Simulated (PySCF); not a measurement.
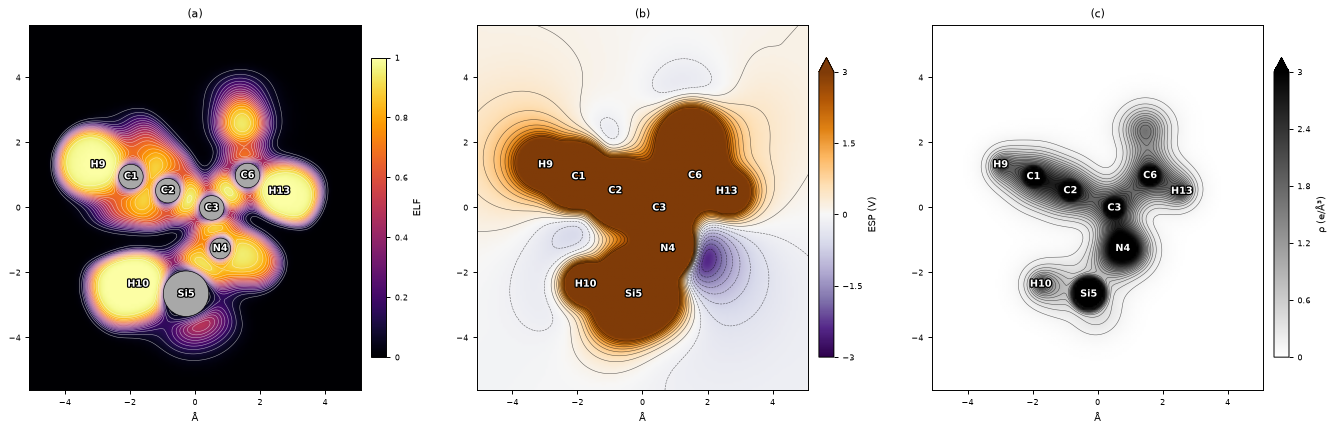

*C₆H₉NSi (SMILES C#C/C(=N\[SiH3])C1CC1). (a) electron localisation function; (b) electrostatic potential; (c) electron density on the plane of atoms C3, C6 and H13. Grey discs cover the atomic cores in the ELF map.*

Geometry: PBE0-D3(BJ)/def2-SVP.

Computed with PBE0/pcSseg-1, SCF density, gas phase, non-relativistic (PySCF).

```csv
atom,x (Å),y (Å),z (Å)
C,0.9415,1.8196,1.5838
C,0.5972,0.8958,0.8766
C,0.1975,-0.2089,0.0227
N,1.0071,-0.8292,-0.7418
Si,2.7165,-0.6155,-1.0168
C,-1.2326,-0.6016,0.0758
C,-2.0019,-0.5397,1.3760
C,-2.3139,0.4309,0.2945
H,1.2648,2.6353,2.2048
H,3.3573,0.5175,-0.2727
H,2.9051,-0.3980,-2.4811
H,3.3893,-1.8903,-0.6285
H,-1.4472,-1.4296,-0.6034
H,-2.6965,-1.3595,1.5739
H,-1.4672,-0.1686,2.2546
H,-1.9949,1.4676,0.4321
H,-3.2330,0.3067,-0.2833
```

Describe what can be read from this map.

Answer.
- The section cuts through C, N, Si and H sites.
- C–C (1.21 Å): ρ is about 2.7 e/Å³ halfway; the ELF peaks at about 0.85 between the atoms: a short, multiple covalent bond.
- C–N (1.27 Å): the density is about 2.7 e/Å³ at the midpoint; the ELF peaks at about 0.90 between the atoms; a covalent bond.
- Si–N (1.74 Å): ρ at the midpoint is about 1 e/Å³; the ELF peaks at about 0.90 between the atoms (a polar covalent bond).
- C–H (1.08 Å): the density is about 2 e/Å³ at the midpoint; the ELF climbs to about 1 towards the hydrogen, as it does in any bond to H; a covalent bond by its length.
- Si–H (1.50 Å): the density is about 0.78 e/Å³ at the midpoint; the ELF climbs to about 1 towards the hydrogen.
- The ELF also peaks beside N4, away from the bonds: lone-pair regions.
- Outside the dense part of the molecule the potential is most negative (−2.4 V) near N4.
